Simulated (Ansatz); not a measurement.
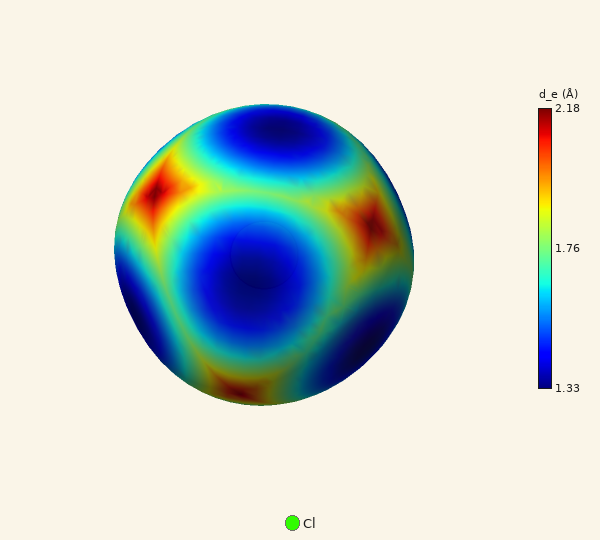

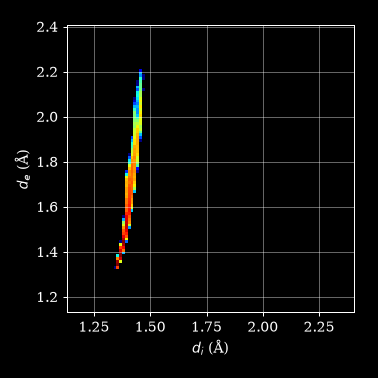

Hirshfeld surface computed for one Cl atom in Sc4Cl (P4/mmm), coloured by d_e. The second picture is its fingerprint plot, coloured by area on a logarithmic scale (blue little, red much).

The surface is where the fragment's share of the procrystal density (the sum of the densities of spherically averaged neutral Hartree-Fock atoms) equals one half. d_i and d_e are the distances from the surface to the nearest nucleus inside and outside.

Origin of the cell: coordinates from a relaxation with DFT PBE, scalar-relativistic, plane waves, PAW in Ansatz; the starting structure was generated, so it need not be a known form of this composition.

Space group P4/mmm (No. 123). a = 4.308 Å, b = 4.308 Å, c = 6.249 Å, α = 90.00°, β = 90.00°, γ = 90.00°
```csv
atom,site,symmetry,x,y,z
Sc,4i,2mm.,0.5000,0.0000,0.2565
Cl,1a,4/mmm,0.0000,0.0000,0.0000
```

**What is the shortest distance from the fragment to an atom outside it?**

Cl–Sc, 2.68 Å.

**How is the surface shared among contacts (nearest atom inside ··· nearest atom outside)?**

Cl···Sc 100 %. The surface faces 8 neighbours with more than 2 % of its area each: 8 Sc.

**Give the size and shape of the surface.**

It encloses about 11.7 Å³, has an area of about 25 Å² and a globularity of 1.00 (1 for a sphere).

**Where does the fingerprint reach closest to the origin?**

The smallest d_i + d_e is about 2.7 Å, which belongs to the shortest contact, Cl···Sc at 2.68 Å; d_e runs from 1.33 to 2.18 Å.
